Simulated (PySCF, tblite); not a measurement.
# C₅H₁₁NSSi: geometry, infrared bands and NMR shifts

What infrared bands and NMR shifts should C₅H₁₁NSSi (`[H]/N=C(\C=C)CCS[SiH3]`) show?

Programs: tblite 0.8.0 and PySCF 2.14.0, with density-fitted response routines of our own. Each step states its level of theory. These are calculated values for one molecule in the gas phase, unless marked as measured. Atoms are numbered from 0 throughout.

## (1) Starting geometry

19 atoms, charge 0, multiplicity 1; geometry from: force field or distance geometry start.

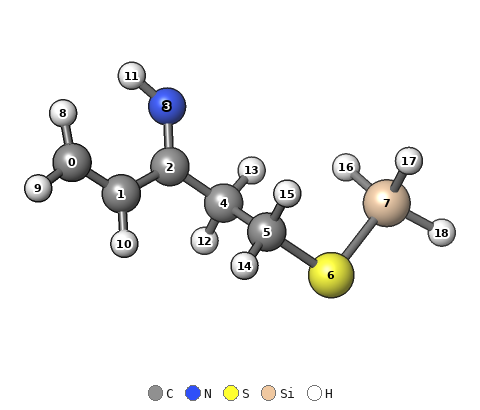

The starting geometry (carbon grey, nitrogen blue, sulfur yellow, silicon light orange, hydrogen white), atoms numbered; sticks join atoms by distance.

## (2) Geometry optimisation with GFN2-xTB

Job settings and geometry (Å):

```
{"job": {"kind": "relax", "xc": "GFN2-xTB", "basis": "xTB"}, "charge": 0, "multiplicity": 1}
C     -3.299700    -1.292800     0.193900
C     -2.190500    -0.683700     0.569700
C     -0.887400    -0.898400    -0.027300
N     -0.785900    -1.710700    -1.042800
C      0.334000    -0.221500     0.428800
C      0.331700     1.266300     0.341700
S      1.939900     1.935400     0.942700
Si     3.417700     1.265700    -0.492200
H     -3.367200    -1.993500    -0.607900
H     -4.218000    -1.057300     0.733300
H     -2.263800     0.001300     1.408700
H     -1.556200    -2.259400    -1.449900
H      0.549500    -0.548200     1.488200
H      1.179700    -0.615300    -0.182400
H     -0.467400     1.784700     0.913700
H      0.175800     1.567800    -0.722900
H      3.377200    -0.182800    -0.586900
H      2.978100     1.846900    -1.780100
H      4.742800     1.804700    -0.135600
```

On the command line:

```bash
$ OMP_NUM_THREADS=1 python probes_run.py task.json out
```

The driver reads the jobs from task.json and runs them one after another.

Output:

```text
step      E/eV     max force
  0    -657.52429    3.922
  1    -657.70995    2.796
  2    -657.78210    0.778
  3    -657.81965    0.545
  4    -657.85671    0.375
  5    -657.86760    0.373
  6    -657.88581    0.260
  7    -657.89347    0.201
  8    -657.89920    0.168
  9    -657.90368    0.183
 10    -657.90816    0.200
 11    -657.91235    0.166
 12    -657.91597    0.129
 13    -657.91899    0.147
 14    -657.92175    0.137
 15    -657.92446    0.128
 16    -657.92708    0.147
 17    -657.92952    0.134
 18    -657.93185    0.141
 19    -657.93415    0.144
 20    -657.93634    0.118
 21    -657.93854    0.126
 22    -657.94090    0.123
 23    -657.94322    0.143
 24    -657.94523    0.111
 25    -657.94689    0.102
 26    -657.94851    0.101
 27    -657.95048    0.140
 28    -657.95264    0.146
 29    -657.95441    0.103
 30    -657.95574    0.099
 31    -657.95696    0.086
 32    -657.95838    0.115
 33    -657.95982    0.111
 34    -657.96096    0.081
 35    -657.96173    0.063
 36    -657.96235    0.064
 37    -657.96302    0.061
 38    -657.96369    0.058
 39    -657.96432    0.051
 40    -657.96497    0.055
 41    -657.96570    0.066
 42    -657.96650    0.064
 43    -657.96724    0.058
 44    -657.96781    0.050
 45    -657.96824    0.045
 46    -657.96864    0.048
 47    -657.96903    0.058
 48    -657.96938    0.058
 49    -657.96968    0.046
 50    -657.96994    0.033
 51    -657.97018    0.039
 52    -657.97039    0.040
 53    -657.97058    0.045
 54    -657.97077    0.042
 55    -657.97099    0.044
 56    -657.97122    0.046
 57    -657.97142    0.030
 58    -657.97157    0.029
 59    -657.97171    0.031
 60    -657.97185    0.034
 61    -657.97199    0.027
 62    -657.97211    0.022
 63    -657.97221    0.024
 64    -657.97230    0.028
 65    -657.97238    0.025
 66    -657.97243    0.017
 67    -657.97246    0.017
 68    -657.97250    0.019
 69    -657.97256    0.025
 70    -657.97263    0.023
 71    -657.97267    0.016
 72    -657.97270    0.018
 73    -657.97272    0.016
 74    -657.97274    0.012
 75    -657.97276    0.014
 76    -657.97278    0.013
 77    -657.97281    0.017
 78    -657.97283    0.015
 79    -657.97285    0.012
 80    -657.97288    0.014
 81    -657.97291    0.023
 82    -657.97296    0.031
 83    -657.97302    0.032
 84    -657.97309    0.024
 85    -657.97316    0.017
 86    -657.97323    0.021
 87    -657.97331    0.025
 88    -657.97338    0.019
 89    -657.97345    0.025
 90    -657.97351    0.026
 91    -657.97362    0.033
 92    -657.97377    0.043
 93    -657.97391    0.036
 94    -657.97401    0.027
 95    -657.97409    0.024
 96    -657.97417    0.027
 97    -657.97430    0.034
 98    -657.97447    0.031
 99    -657.97464    0.032
100    -657.97479    0.028
101    -657.97494    0.027
102    -657.97507    0.032
103    -657.97517    0.034
104    -657.97528    0.023
105    -657.97538    0.019
106    -657.97548    0.027
107    -657.97565    0.043
108    -657.97587    0.056
109    -657.97608    0.055
110    -657.97627    0.036
111    -657.97639    0.030
112    -657.97652    0.034
113    -657.97673    0.037
114    -657.97698    0.043
115    -657.97720    0.034
116    -657.97730    0.028
117    -657.97738    0.022
118    -657.97745    0.022
119    -657.97758    0.032
120    -657.97769    0.027
121    -657.97776    0.016
122    -657.97779    0.010
123    -657.97781    0.012
124    -657.97782    0.014
125    -657.97785    0.014
126    -657.97787    0.010
```

It took 1.1 s on 1 thread of Intel Xeon Platinum 8488C, shared host; peak memory 0.18 GiB.

Along the way: (not every step is listed)

| step | energy from step 0 (eV) | largest force (eV/Å) |
| --- | --- | --- |
| 0 | 0.0000 | 3.9219 |
| 1 | -0.1857 | 2.7963 |
| 2 | -0.2578 | 0.7776 |
| 3 | -0.2954 | 0.5451 |
| 4 | -0.3324 | 0.3752 |
| 5 | -0.3433 | 0.3733 |
| 6 | -0.3615 | 0.2601 |
| 7 | -0.3692 | 0.2013 |
| 8 | -0.3749 | 0.1682 |
| 19 | -0.4099 | 0.1439 |
| 30 | -0.4315 | 0.0986 |
| 41 | -0.4414 | 0.0665 |
| 52 | -0.4461 | 0.0398 |
| 63 | -0.4479 | 0.0241 |
| 74 | -0.4485 | 0.0122 |
| 85 | -0.4489 | 0.0171 |
| 96 | -0.4499 | 0.0267 |
| 107 | -0.4514 | 0.0428 |
| 118 | -0.4532 | 0.0216 |
| 121 | -0.4535 | 0.0160 |
| 122 | -0.4535 | 0.0099 |
| 123 | -0.4535 | 0.0117 |
| 124 | -0.4535 | 0.0139 |
| 125 | -0.4536 | 0.0137 |
| 126 | -0.4536 | 0.0103 |

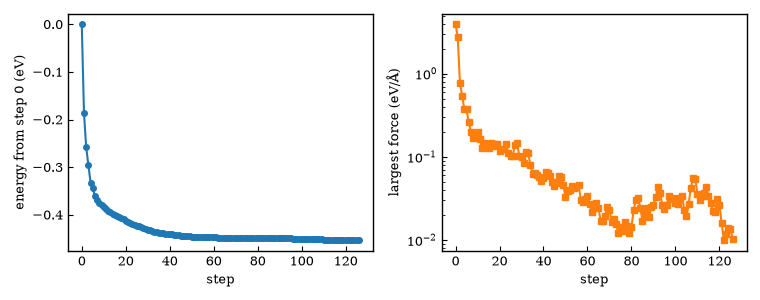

Energy and force, step by step.

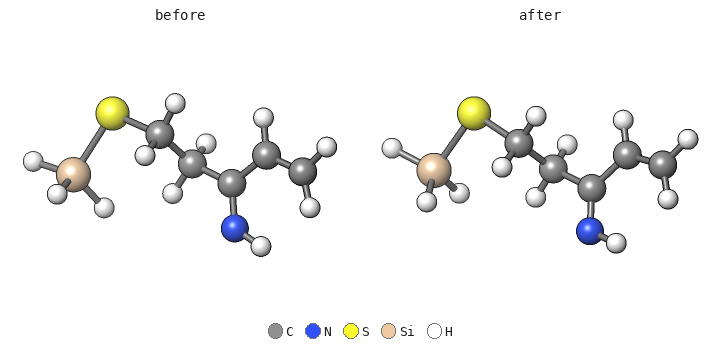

Before and after, at one scale.

Distances of close pairs at the start and the end, largest changes first:

| bond | before (Å) | after (Å) | change (Å) |
| --- | --- | --- | --- |
| C2–N3 | 1.304 | 1.264 | -0.041 |
| C4–H12 | 1.129 | 1.092 | -0.038 |
| C2–C4 | 1.469 | 1.505 | +0.036 |
| C4–C5 | 1.490 | 1.524 | +0.034 |
| C5–H15 | 1.117 | 1.090 | -0.028 |
| C4–H13 | 1.115 | 1.090 | -0.025 |
| C1–C2 | 1.449 | 1.473 | +0.024 |
| Si7–H18 | 1.474 | 1.451 | -0.023 |

The next job starts from the end point, and lists it.

## (3) Vibrational analysis with GFN2-xTB

Job settings and geometry (Å):

```
{"job": {"kind": "ir", "xc": "GFN2-xTB", "basis": "xTB"}, "charge": 0, "multiplicity": 1}
C     -3.318032    -1.183744     0.364938
C     -2.094908    -0.776204     0.679861
C     -0.905977    -0.958710    -0.170353
N     -0.847257    -1.549380    -1.286035
C      0.365847    -0.348114     0.354176
C      0.348701     1.155733     0.105786
S      1.780622     2.002257     0.862135
Si     3.390794     1.325513    -0.380285
H     -3.537593    -1.681581    -0.566986
H     -4.155515    -1.034172     1.024695
H     -1.920096    -0.278179     1.624137
H     -1.727660    -1.934604    -1.620820
H      0.464058    -0.536490     1.425171
H      1.210414    -0.796523    -0.169615
H     -0.526807     1.618805     0.561485
H      0.347461     1.370252    -0.962456
H      3.705494    -0.063036    -0.059994
H      2.937158     1.450546    -1.759668
H      4.473491     2.226881    -0.033635
```

Output:

```text
mode    cm-1     km/mol
  1     -27.8      0.29
  2      29.4      3.75
  3      47.2      4.42
  4      78.8      0.86
  5     114.5      0.82
  6     149.9      0.11
  7     183.4      1.82
  8     265.7      1.29
  9     298.4      0.79
 10     409.5      5.91
 11     435.2      2.45
 12     509.5     52.61
 13     537.0     51.29
 14     556.2      6.74
 15     568.7     55.21
 16     676.2      2.98
 17     738.9    193.93
 18     761.0     86.15
 19     774.9    111.33
 20     780.0    328.75
 21     789.3    113.24
 22     840.4     10.36
 23     860.2     61.84
 24     907.7     20.66
 25     984.3      0.49
 26    1014.0     20.06
 27    1034.6     17.07
 28    1058.8      5.10
 29    1074.5     31.82
 30    1126.0     14.74
 31    1219.5      2.31
 32    1238.0      6.29
 33    1261.1     38.01
 34    1299.3     30.07
 35    1330.4     82.69
 36    1406.5      8.84
 37    1452.6      1.46
 38    1464.1      1.49
 39    1654.8     53.68
 40    1705.9     79.34
 41    2293.7    283.07
 42    2314.8    160.86
 43    2377.7    216.25
 44    2976.1      2.21
 45    2986.6     19.31
 46    2992.4      7.90
 47    3007.8     27.97
 48    3062.0     20.77
 49    3088.1     26.28
 50    3124.4     26.16
 51    3338.4     25.21
```

Wall time 0.83 s (1 thread of Intel Xeon Platinum 8488C, shared host); peak memory 0.18 GiB.

Which atoms move in the most intense modes:

```
cm⁻¹  km/mol                         atoms
 739   193.9            H18 50 %, H17 42 %
 761    86.2              C5 32 %, C2 15 %
 775   111.3  H14 14 %, H15 12 %, H13 10 %
 780   328.8  H17 32 %, H16 28 %, H18 13 %
 789   113.2  H16 44 %, H17 19 %, H18 13 %
2294   283.1                      H16 87 %
2315   160.9                      H17 88 %
2378   216.2                      H18 97 %
```

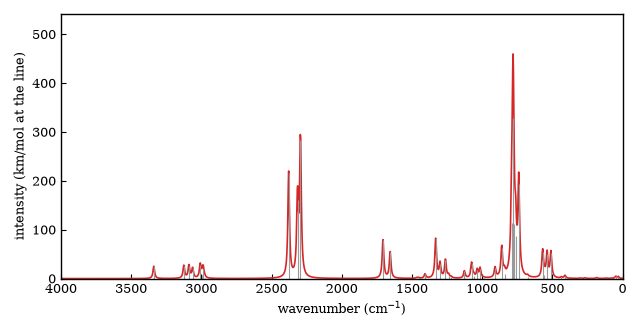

The infrared spectrum from these modes, unscaled. Lines are broadened to a width of 14 cm⁻¹ (Lorentzian).

## (4) Nuclear shieldings: PBE0/pcSseg-1

Same as in step 3 but for these lines:

```diff
@@ -1,2 +1,2 @@
-{"job": {"kind": "ir", "xc": "GFN2-xTB", "basis": "xTB"}, "charge": 0, "multiplicity": 1}
+{"job": {"kind": "nmr", "xc": "PBE0", "basis": "pcSseg-1"}, "charge": 0, "multiplicity": 1}
 C     -3.318032    -1.183744     0.364938
```

With the program's defaults for keys left out, this is: GIAO PBE0/pcSseg-1 NMR shielding, non-relativistic, gas phase.

Output:

```text
coarse grid: 16560 points
cycle   1  E = -938.8314877400  dE =  8.101e-01  |g| = 4.578e-01  |ddm| = 3.977e+00
cycle   2  E = -938.7939245891  dE =  3.756e-02  |g| = 6.384e-01  |ddm| = 1.260e+00
cycle   3  E = -938.8814266838  dE = -8.750e-02  |g| = 1.411e-01  |ddm| = 7.624e-01
cycle   4  E = -938.8859636133  dE = -4.537e-03  |g| = 3.685e-02  |ddm| = 1.566e-01
cycle   5  E = -938.8862805758  dE = -3.170e-04  |g| = 8.434e-03  |ddm| = 5.136e-02
cycle   6  E = -938.8862951931  dE = -1.462e-05  |g| = 4.205e-03  |ddm| = 1.267e-02
cycle   7  E = -938.8862995617  dE = -4.369e-06  |g| = 1.002e-03  |ddm| = 3.920e-03
final grid: 149800 points
cycle   8  E = -938.9346320445  dE = -4.770e-05  |g| = 8.739e-03  |ddm| = 4.122e-02
cycle   9  E = -938.9346246565  dE =  7.388e-06  |g| = 1.025e-02  |ddm| = 1.863e-02
cycle  10  E = -938.9346509043  dE = -2.625e-05  |g| = 1.029e-03  |ddm| = 1.093e-02
cycle  11  E = -938.9346511843  dE = -2.799e-07  |g| = 2.055e-04  |ddm| = 1.339e-03
cycle  12  E = -938.9346511937  dE = -9.452e-09  |g| = 6.925e-05  |ddm| = 2.564e-04
cycle  13  E = -938.9346511946  dE = -8.940e-10  |g| = 4.056e-05  |ddm| = 1.056e-04
cycle  14  E = -938.9346511950  dE = -3.342e-10  |g| = 7.691e-06  |ddm| = 4.013e-05
converged SCF energy = -938.9346511950

GIAO shielding tensors (ppm)
atom      isotropic    diamagn.    paramagn.     s11        s22        s33       span
  0 C       58.476     253.200    -194.724    -60.077     56.316    179.189    239.266
  1 C       49.473     257.471    -207.998    -69.789     68.180    150.027    219.816
  2 C       12.106     253.155    -241.049    -95.765      2.736    129.349    225.114
  3 N      -59.463     322.042    -381.505   -371.217    -69.445    262.272    633.489
  4 C      136.367     251.527    -115.160    117.711    123.511    167.881     50.170
  5 C      151.882     250.894     -99.013    133.779    151.302    170.564     36.785
  6 S      668.314    1057.281    -388.967    512.457    592.029    900.457    388.000
  7 Si     402.581     879.479    -476.899    356.386    394.940    456.416    100.030
  8 H       25.591      31.970      -6.379     22.418     24.652     29.704      7.286
  9 H       25.830      27.935      -2.105     23.338     24.983     29.169      5.832
 10 H       25.340      32.972      -7.632     21.627     23.339     31.053      9.425
 11 H       20.447      33.724     -13.277     13.439     22.453     25.448     12.009
 12 H       29.369      33.161      -3.791     26.369     29.318     32.421      6.052
 13 H       28.914      34.556      -5.642     24.412     30.469     31.860      7.448
 14 H       29.040      32.205      -3.165     22.710     28.835     35.574     12.864
 15 H       29.295      33.233      -3.938     23.873     29.522     34.491     10.619
 16 H       26.892      29.416      -2.524     22.786     25.608     32.284      9.498
 17 H       27.154      29.411      -2.257     23.802     25.028     32.632      8.830
 18 H       27.176      28.177      -1.000     23.501     24.783     33.245      9.745
```

Run time: 36 s. Hardware: 1 thread of Intel Xeon Platinum 8488C, shared host; peak memory 0.92 GiB.

The references, computed at this level on geometries of the same kind, shield at (ppm): 1H TMS 31.72, 13C TMS 186.9, 29Si TMS 349.2, 15N NH3 267.7, 33S CS2 504. Their shielding less the atom's gives the shift. The references are single molecules in the gas phase, so shifts against H2O, NH3, PH3, H3PO4 or CFCl3 are not on the usual liquid scales and can be off by tens of ppm. Atoms listed in one row are averaged.

| atoms | environment | σ (ppm) | δ (ppm) |
| --- | --- | --- | --- |
| C2 | carbon bonded to 2 C, N | 12.1 | 174.8 |
| C1 | carbon bonded to 2 C, H | 49.5 | 137.5 |
| C0 | carbon bonded to C, 2 H | 58.5 | 128.4 |
| C4 | carbon bonded to 2 C, 2 H | 136.4 | 50.6 |
| C5 | carbon bonded to C, S, 2 H | 151.9 | 35.0 |
| H11 | hydrogen on a nitrogen bonded to C | 20.45 | 11.27 |
| H10 | hydrogen on a carbon bonded to 2 C | 25.34 | 6.38 |
| H8 | hydrogen on a carbon bonded to C | 25.59 | 6.13 |
| H9 | hydrogen on a carbon bonded to C | 25.83 | 5.89 |
| H16, H17, H18 | hydrogen on a silicon bonded to S | 27.07 | 4.64 |
| H12, H13 | hydrogen on a carbon bonded to 2 C | 29.14 | 2.58 |
| H14, H15 | hydrogen on a carbon bonded to C, S | 29.17 | 2.55 |
| N3 | nitrogen bonded to C, H | -59.5 | 327.2 |
| S6 | sulfur bonded to C, Si | 668 | -165 |
| Si7 | silicon bonded to S, 3 H | 402.6 | -53.4 |

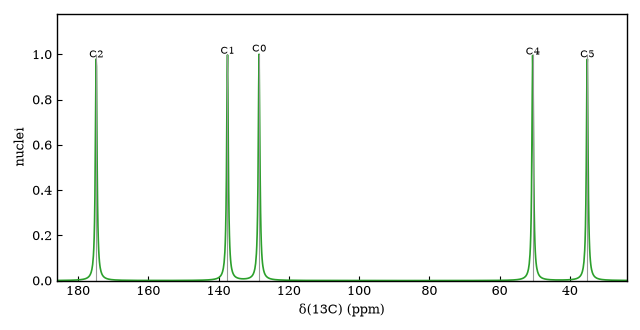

13C lines at the computed shifts, without couplings. Lines are broadened to a width of 0.56 ppm (Lorentzian).

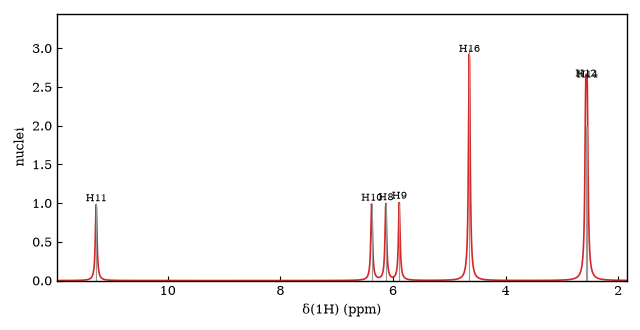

1H lines at the computed shifts, without couplings. Lines are broadened to a width of 0.03 ppm (Lorentzian).

The run also stored atomic charges by several schemes (e):

| atoms | Mulliken | IAO | Hirshfeld | ESP fit |
| --- | --- | --- | --- | --- |
| C0 | -0.10 | -0.27 | -0.07 | -0.20 |
| C1 | -0.16 | -0.18 | -0.05 | -0.51 |
| C2 | -0.04 | 0.18 | 0.09 | 0.64 |
| N3 | -0.33 | -0.44 | -0.23 | -0.82 |
| C4 | -0.14 | -0.27 | -0.08 | -0.07 |
| C5 | -0.35 | -0.32 | -0.06 | -0.19 |
| S6 | -0.27 | -0.19 | -0.10 | -0.32 |
| Si7 | 0.45 | 0.54 | 0.30 | 0.29 |

Mulliken charges:

C0 -0.10; C1 -0.16; C2 -0.04; N3 -0.33; C4 -0.14; C5 -0.35; S6 -0.27; Si7 0.45; H8 0.12; H9 0.13; H10 0.10; H11 0.15; H12 0.14; H13 0.15; H14 0.17; H15 0.17; H16 -0.07; H17 -0.07; H18 -0.06

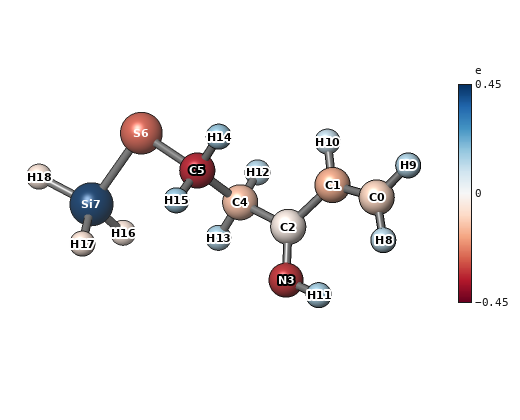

Mulliken charges, as colours on the atoms.

Mayer bond orders: C0–C1 1.95, C1–C2 0.96, C2–N3 2.08, C2–C4 1.00, C4–C5 0.98, C5–S6 1.01, S6–Si7 0.96.

## (5) Outcome

| quantity | value |
| --- | --- |
| strongest single infrared mode (GFN2-xTB) | 780 cm⁻¹, 329 km/mol |
| zero-point energy (GFN2-xTB) | 90.3 kcal/mol |
| 13C shifts against TMS (PBE0/pcSseg-1) | 174.8, 137.5, 128.4, 50.6, 35.0 ppm |
| 1H shifts against TMS (PBE0/pcSseg-1, means over atoms taken as alike) | 11.27, 6.38, 6.13, 5.89, 4.64, 2.58, 2.55 ppm |
| 15N shifts against NH3 (PBE0/pcSseg-1) | 327.2 ppm |
| 33S shifts against CS2 (PBE0/pcSseg-1) | -165 ppm |
| 29Si shifts against TMS (PBE0/pcSseg-1) | -53.4 ppm |

The optimisation took 126 steps and gained 0.454 eV; among the close pairs (by a distance rule), C2–N3 changed most, from 1.304 to 1.264 Å. The lowest mode is imaginary (28i cm⁻¹), so the xTB geometry is not a minimum. The strongest single mode, at 780 cm⁻¹, is carried by H17, H16, H18. Unscaled tight-binding wavenumbers are off by several per cent, some by more. Its intensities can rank the bands wrongly. At PBE0/pcSseg-1: The widest tensor belongs to N3: span 633 ppm, with a paramagnetic part of -382 ppm.
